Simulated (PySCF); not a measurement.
SMILES O=C=[SH+] (CHOS (cation, charge +1)) at its CAM-B3LYP/def2-SVP optimised geometry (Å):

```
4

O      1.4026    -0.7205    -0.0001
C      0.2838    -0.6457     0.0000
S     -1.3744    -0.6457     0.0000
H     -1.4026     0.7205     0.0000
```

Method: CAM-B3LYP/def2-TZVP (PySCF). Cells within 0.4 Å of a nucleus heavier than hydrogen are left out (blank, or x).

Map of the electrostatic potential (hartree/e), clipped to [0.09, 0.75] on the plane z = 0.0 Å:

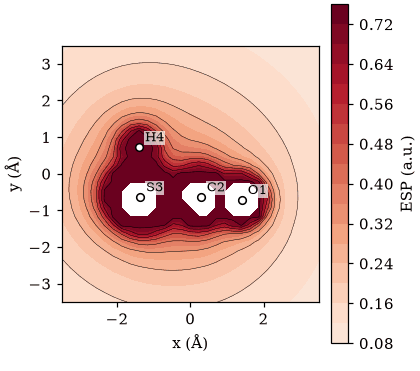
Fig. 1. Electrostatic potential (hartree/e), clipped to [0.09, 0.75] on the plane z = 0.0 Å.
